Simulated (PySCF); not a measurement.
# [PbSF]−: other functionals and bases at one geometry

How far do other levels of theory move the description of [PbSF]−, and what does each cost? The structure is generated, not taken from experiment.

The runs use PySCF 2.14.0; several levels, as the steps say, no spin–orbit coupling.

1 further run of the same task is left out (for a known fault of the program).

### 1 Starting geometry

3 atoms, charge -1, spin multiplicity 1.

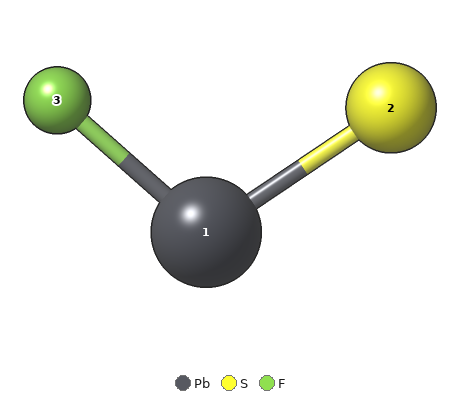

The structure; lead dark grey, sulfur yellow, fluorine green; atoms are numbered from 1 in the order of the file.

Geometry (Å):

```xyz
3
FPbS
Pb   -0.1267    0.0000   -0.5017
S     1.7935    0.0000    0.9261
F    -1.7925    0.0000    0.8400
```

Formal oxidation states: Pb +2. An earlier session relaxed this geometry at PBE0, Pb def2-SVP with ECP60, S def2-SVP, F def2-SVP (singlet, point group Cs).

At PBE0 on the finer grid: E = -690.577124 Eh, HOMO -0.70 eV, LUMO 3.05 eV, Mulliken charge on Pb1 +0.23 e, largest force component 0.028 eV/Å. 

Levels to run: TPSS; HF; PBE0, TZVP. Hardware: 2 threads of Arm Neoverse V2, shared host.

### 2 TPSS

run.py (the lines that set the calculation) reads:

```python
mol = gto.M(atom='''
Pb    -0.12667     0.00000    -0.50173
S      1.79355     0.00000     0.92609
F     -1.79245     0.00000     0.84000''',
    basis={'Pb': 'def2-SVP', 'S': 'def2-SVP', 'F': 'def2-SVP'},
    ecp={'Pb': 'def2-SVP'},
    charge=-1, spin=0)
mf = dft.RKS(mol, xc='TPSS')
mf.grids.atom_grid = (75, 302)
mf = mf.density_fit()  # fitting sets: Pb def2-universal-JKFIT, S def2-universal-JKFIT, F def2-universal-JKFIT
mf.conv_tol = 1e-08; mf.max_cycle = 55
mf.kernel(dm0)  # dm0: the density of the relaxed state
```

The run is started by

```bash
> OMP_NUM_THREADS=2 python run.py
```

Standard output:

```text
init E= -690.787094734865
  HOMO = 0.0141132342880616  LUMO = 0.0930122290499256  gap/eV = 2.14695
cycle= 1 E= -690.787866543717  delta_E= -0.000772  |g|= 0.0725  |ddm|= 0.208
  HOMO = 0.00838697370159672  LUMO = 0.094738791794498  gap/eV = 2.34975
cycle= 2 E= -690.781055123691  delta_E= 0.00681  |g|= 0.194  |ddm|= 0.243
  HOMO = 0.0128524104179603  LUMO = 0.094176637589733  gap/eV = 2.21294
cycle= 3 E= -690.78914337756  delta_E= -0.00809  |g|= 0.0127  |ddm|= 0.16
  HOMO = 0.0118731265298667  LUMO = 0.0942063187659556  gap/eV = 2.24040
cycle= 4 E= -690.78910350633  delta_E= 3.99e-05  |g|= 0.0137  |ddm|= 0.0301
  HOMO = 0.0128487496479628  LUMO = 0.0941532362402313  gap/eV = 2.21241
cycle= 5 E= -690.789185997242  delta_E= -8.25e-05  |g|= 0.00106  |ddm|= 0.021
  HOMO = 0.0127278945317562  LUMO = 0.0940781565349411  gap/eV = 2.21365
cycle= 6 E= -690.789186388066  delta_E= -3.91e-07  |g|= 0.000181  |ddm|= 0.00193
  HOMO = 0.0127428591689781  LUMO = 0.0940896128806159  gap/eV = 2.21356
cycle= 7 E= -690.78918639603  delta_E= -7.96e-09  |g|= 4.88e-05  |ddm|= 0.000216
  HOMO = 0.01274406671411  LUMO = 0.094089937793477  gap/eV = 2.21353
Extra cycle  E= -690.789186392633  delta_E= 3.4e-09  |g|= 0.000134  |ddm|= 0.000163
converged SCF energy = -690.789186392633
```

Wall time 1.6 s (2 threads of Arm Neoverse V2, shared host).

Result: E = -690.789186 Eh, HOMO 0.35 eV, LUMO 2.56 eV, Mulliken charge on Pb1 +0.16 e, largest force component 0.392 eV/Å. The highest filled level lies above zero; it isn't the detachment energy.

### 3 HF

Edit run.py (the lines that set the calculation) of step 2 so:

```diff
@@ -7,4 +7,3 @@
     charge=-1, spin=0)
-mf = dft.RKS(mol, xc='TPSS')
-mf.grids.atom_grid = (75, 302)
+mf = scf.RHF(mol)
 mf = mf.density_fit()  # fitting sets: Pb def2-universal-JKFIT, S def2-universal-JKFIT, F def2-universal-JKFIT
```

The run is started by

```bash
> OMP_NUM_THREADS=2 python run.py
```

Standard output:

```text
init E= -688.651780162191
  HOMO = -0.109406728597154  LUMO = 0.20951234973451  gap/eV = 8.67823
cycle= 1 E= -688.673270205971  delta_E= -0.0215  |g|= 0.0704  |ddm|= 0.491
  HOMO = -0.114931583187824  LUMO = 0.199650008502999  gap/eV = 8.56020
cycle= 2 E= -688.674826805675  delta_E= -0.00156  |g|= 0.0299  |ddm|= 0.11
  HOMO = -0.117565601720931  LUMO = 0.200685480268497  gap/eV = 8.66005
cycle= 3 E= -688.675126681777  delta_E= -0.0003  |g|= 0.0128  |ddm|= 0.0465
  HOMO = -0.117176088916822  LUMO = 0.200255998968295  gap/eV = 8.63777
cycle= 4 E= -688.675213844702  delta_E= -8.72e-05  |g|= 0.00283  |ddm|= 0.0301
  HOMO = -0.11740163042469  LUMO = 0.200085104708961  gap/eV = 8.63925
cycle= 5 E= -688.675227680286  delta_E= -1.38e-05  |g|= 0.00137  |ddm|= 0.012
  HOMO = -0.117196619866767  LUMO = 0.200189469730255  gap/eV = 8.63652
cycle= 6 E= -688.675232085488  delta_E= -4.41e-06  |g|= 0.000492  |ddm|= 0.00845
  HOMO = -0.117098491558205  LUMO = 0.200153472225288  gap/eV = 8.63287
cycle= 7 E= -688.675232666575  delta_E= -5.81e-07  |g|= 0.000156  |ddm|= 0.00347
  HOMO = -0.117111496599705  LUMO = 0.200151726203046  gap/eV = 8.63317
cycle= 8 E= -688.675232699387  delta_E= -3.28e-08  |g|= 8.69e-05  |ddm|= 0.000475
  HOMO = -0.117084838897067  LUMO = 0.200149475226603  gap/eV = 8.63239
cycle= 9 E= -688.675232711886  delta_E= -1.25e-08  |g|= 2.31e-05  |ddm|= 0.000416
  HOMO = -0.11708269379027  LUMO = 0.200148627176112  gap/eV = 8.63230
cycle= 10 E= -688.675232713001  delta_E= -1.12e-09  |g|= 4.29e-06  |ddm|= 0.000134
  HOMO = -0.117082350352341  LUMO = 0.200148497100464  gap/eV = 8.63229
Extra cycle  E= -688.675232713018  delta_E= -1.68e-11  |g|= 2.04e-06  |ddm|= 9.85e-06
converged SCF energy = -688.675232713018
```

Wall time 0.6 s (2 threads of Arm Neoverse V2, shared host).

Result: E = -688.675233 Eh, HOMO -3.19 eV, LUMO 5.45 eV, Mulliken charge on Pb1 +0.49 e, largest force component 0.319 eV/Å. 

### 4 PBE0, TZVP

Basis: Pb def2-TZVP with ECP60, S def2-TZVP, F def2-TZVP. 

run.py (the lines that set the calculation) reads:

```python
mol = gto.M(atom='''
Pb    -0.12667     0.00000    -0.50173
S      1.79355     0.00000     0.92609
F     -1.79245     0.00000     0.84000''',
    basis={'Pb': 'def2-TZVP', 'S': 'def2-TZVP', 'F': 'def2-TZVP'},
    ecp={'Pb': 'def2-TZVP'},
    charge=-1, spin=0)
mf = dft.RKS(mol, xc='PBE0')
mf.grids.atom_grid = (75, 302)
mf = mf.density_fit()  # fitting sets: Pb def2-universal-JKFIT, S def2-universal-JKFIT, F def2-universal-JKFIT
mf.conv_tol = 1e-08; mf.max_cycle = 55
mf.kernel(dm0)  # dm0: free metal ions and neutral atoms
```

The run is started by

```bash
> OMP_NUM_THREADS=2 python run.py
```

Standard output:

```text
init E= -722.215431358424
  HOMO = 0.200723922255524  LUMO = 0.213372373341452  gap/eV = 0.34418
cycle= 1 E= -681.456530116057  delta_E= 40.8  |g|= 6.93  |ddm|= 10.5
  HOMO = -0.532930986333284  LUMO = -0.382233243249587  gap/eV = 4.10069
cycle= 2 E= -611.809988035483  delta_E= 69.6  |g|=   14  |ddm|=   16
  HOMO = -0.275827091415794  LUMO = -0.125026388036297  gap/eV = 4.10350
cycle= 3 E= -685.132329730166  delta_E= -73.3  |g|= 4.73  |ddm|= 14.1
  HOMO = 0.03147531336782  LUMO = 0.0379785344635047  gap/eV = 0.17696
cycle= 4 E= -666.333267889514  delta_E= 18.8  |g|= 7.54  |ddm|= 17.6
  HOMO = 0.0416941827016062  LUMO = 0.165601737014835  gap/eV = 3.37170
cycle= 5 E= -688.997085858972  delta_E= -22.7  |g|= 2.97  |ddm|= 14.7
  HOMO = -0.0484080131567538  LUMO = 0.130841042983739  gap/eV = 4.87762
cycle= 6 E= -690.357177289917  delta_E= -1.36  |g|= 1.29  |ddm|= 2.61
  HOMO = -0.0207557479307503  LUMO = 0.118005691825366  gap/eV = 3.77589
cycle= 7 E= -690.723778824392  delta_E= -0.367  |g|= 0.74  |ddm|= 1.57
  HOMO = -0.0240516026239953  LUMO = 0.0967952697834816  gap/eV = 3.28841
cycle= 8 E= -690.859158172211  delta_E= -0.135  |g|= 0.184  |ddm|= 0.817
  HOMO = -0.0390267235321889  LUMO = 0.092886207035667  gap/eV = 3.58953
cycle= 9 E= -690.863904906544  delta_E= -0.00475  |g|= 0.0887  |ddm|= 0.235
  HOMO = -0.0407345742004514  LUMO = 0.0939730068417757  gap/eV = 3.66558
cycle= 10 E= -690.864964007796  delta_E= -0.00106  |g|= 0.0228  |ddm|= 0.0716
  HOMO = -0.0427381383042935  LUMO = 0.0946363470974717  gap/eV = 3.73815
cycle= 11 E= -690.865117189254  delta_E= -0.000153  |g|= 0.00456  |ddm|= 0.0284
  HOMO = -0.042490272425888  LUMO = 0.0950061621746263  gap/eV = 3.74147
cycle= 12 E= -690.865121623277  delta_E= -4.43e-06  |g|= 0.00114  |ddm|= 0.00579
  HOMO = -0.04240590055155  LUMO = 0.094993984040915  gap/eV = 3.73884
cycle= 13 E= -690.865121796565  delta_E= -1.73e-07  |g|= 0.000493  |ddm|= 0.00138
  HOMO = -0.0424731951087951  LUMO = 0.0949850448010856  gap/eV = 3.74043
cycle= 14 E= -690.865121886787  delta_E= -9.02e-08  |g|= 6.21e-05  |ddm|= 0.000657
  HOMO = -0.0424666338407758  LUMO = 0.0949852489776743  gap/eV = 3.74026
cycle= 15 E= -690.865121888649  delta_E= -1.86e-09  |g|= 8e-06  |ddm|= 0.000116
  HOMO = -0.0424658806862225  LUMO = 0.0949850174852824  gap/eV = 3.74023
Extra cycle  E= -690.865121888663  delta_E= -1.48e-11  |g|= 8.72e-06  |ddm|= 2.26e-05
converged SCF energy = -690.865121888663
```

Run time: 4.6 s. Hardware: 2 threads of Arm Neoverse V2, shared host.

It gives: E = -690.865122 Eh, HOMO -1.16 eV, LUMO 2.58 eV, Mulliken charge on Pb1 +0.48 e, largest force component 0.317 eV/Å. 

### 5 Results

| level | state | HOMO (eV) | gap (eV) | charge on Pb1 (e) | dipole (D) | largest force (eV/Å) | basis functions | time |
| --- | --- | --- | --- | --- | --- | --- | --- | --- |
| PBE0 (relaxed here) | singlet | -0.70 | 3.75 | 0.23 | 5.67 | 0.03 | 58 | 2.4 s |
| TPSS | singlet | 0.35 | 2.21 | 0.16 | 5.38 | 0.39 | 58 | 1.6 s |
| HF | singlet | -3.19 | 8.63 | 0.49 | 6.45 | 0.32 | 58 | 0.6 s |
| PBE0, TZVP | singlet | -1.16 | 3.74 | 0.48 | 6.38 | 0.32 | 118 | 4.6 s |

Times are on 2 threads of Arm Neoverse V2, shared host; the first row also made further properties. The dipole of a charged species depends on the origin, so these sizes hold for this origin alone.

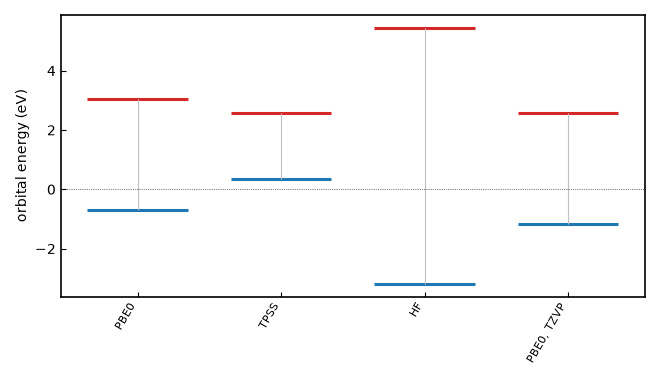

Highest filled and lowest empty level, method by method.

In one basis the HOMO–LUMO gap runs from 2.21 eV (TPSS) to 8.63 eV (HF). The largest leftover force, 0.39 eV/Å with TPSS, stands at a geometry relaxed at another level. The Mulliken charge on Pb spans +0.16 to +0.49 e over the levels. Total energies of different levels can't be compared. Spin–orbit coupling is left out throughout.
